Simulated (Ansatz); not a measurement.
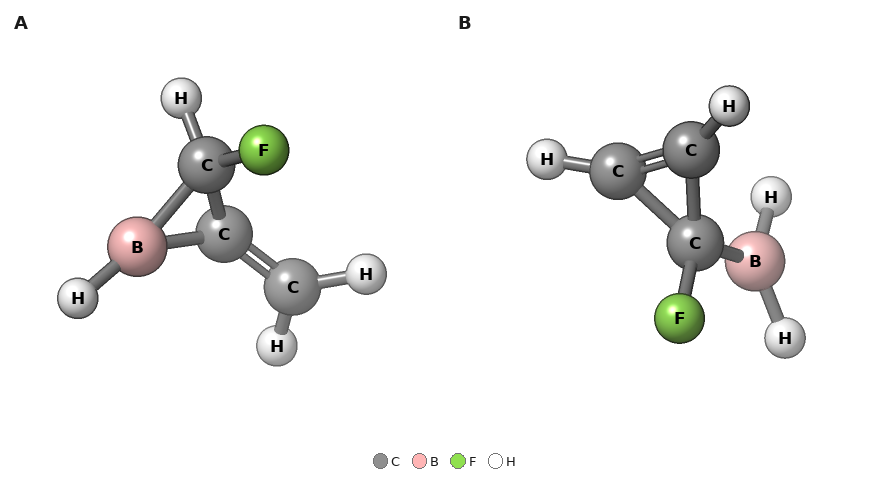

Depth is shown by fading: the farther an atom, the more it takes the colour of the background. The geometry was computed by an optimisation with PBE-D4/def2-SVP. No frequency run is at hand to confirm it as a minimum.

Are A and B the same structure? If not, how do they differ?

Answer. No. They are constitutional isomers of C3H4BF: A is C=C1B[C@H]1F, B is BC1(F)C=C1
